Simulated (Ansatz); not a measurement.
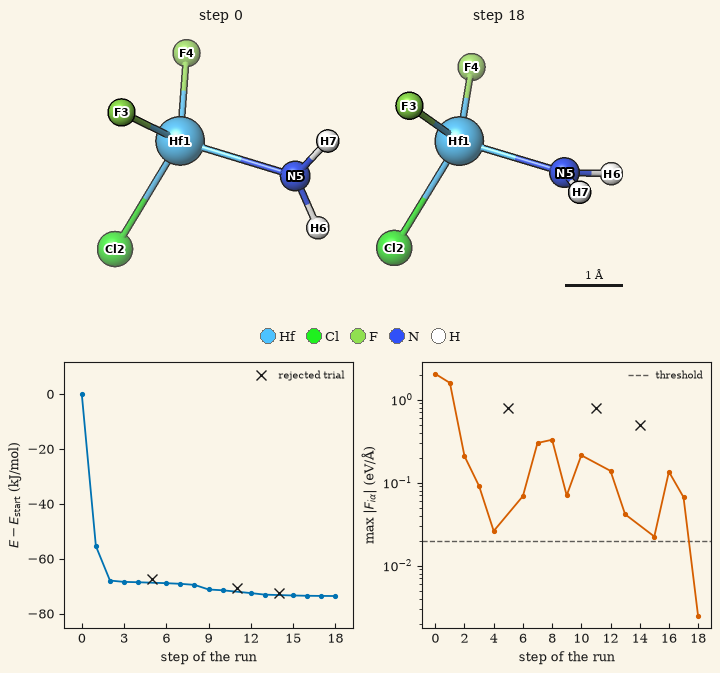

First and last geometry of a relaxation of HfNH2ClF2, with the history of the run. Style: ball-and-stick. Shown at a tilt.

The run prepares the start of a later molecular dynamics calculation, from a guessed geometry.

All numbers below come from Ansatz 0.2.0, RKS PBE-D4/def2-SVP.

Input
```yaml
crystal:
  periodic: [false, false, false]
  atoms:
    - { symbol: Hf, position_ang: [0.0, 0.0, 0.0] }
    - { symbol: Cl, position_ang: [0.0, 0.0, 2.52] }
    - { symbol: F, position_ang: [1.8671, 0.0, -0.6593] }
    - { symbol: F, position_ang: [-0.9326, 1.6157, -0.6593] }
    - { symbol: "N", position_ang: [-1.0409, -1.8034, -0.7359] }
    - { symbol: H, position_ang: [-1.5759, -2.4197, -0.0595] }
    - { symbol: H, position_ang: [-1.0055, -2.0526, -1.7656] }
basis:
  gaussian: { orbitals: def2-SVP }
hamiltonian:
  xc: pbe
  dispersion: d4
relax:
  f_tol: 0.02
  max_steps: 40
```

Run as
```bash
ansatz run input.yaml --threads 2 --pin off --max-ram 3072MiB --backend cpu --events-out ev --progress --plain --runs-dir out
```

Question: Did the run converge, and what did it change?

Answer: It converged. Over 15 accepted moves (18 points after the start) the energy falls by 73.6 kJ/mol. Largest force component: 2 eV/Å at the start, 0.0024 eV/Å at the end. The line search rejected the trial steps at points 5, 11, 14 of the run. The largest moves after the best rigid fit, 1.05 Å, are those of H6 and H7. Largest moves by element: H 1.05 Å, F 0.32 Å, Cl 0.30 Å, N 0.17 Å, Hf 0.02 Å. Near-neighbour distances that change, for instance: Hf1–N5 2.208 → 2.018 Å, Hf1–Cl2 2.520 → 2.375 Å, Hf1–F3 1.980 → 1.919 Å, N5–H6 1.060 → 1.027 Å. Bond angles that change, for instance: H6–N5–H7 120.0° → 108.4°, Hf1–N5–H6 120.0° → 125.8°, F3–Hf1–F4 109.5° → 115.3°. Groups turn about Hf1–N5 by about 80°. The run took 30 s on 2 threads of Intel(R) Xeon(R) 6975P-C (Granite Rapids), on a shared host, peak memory 0.21 GiB.
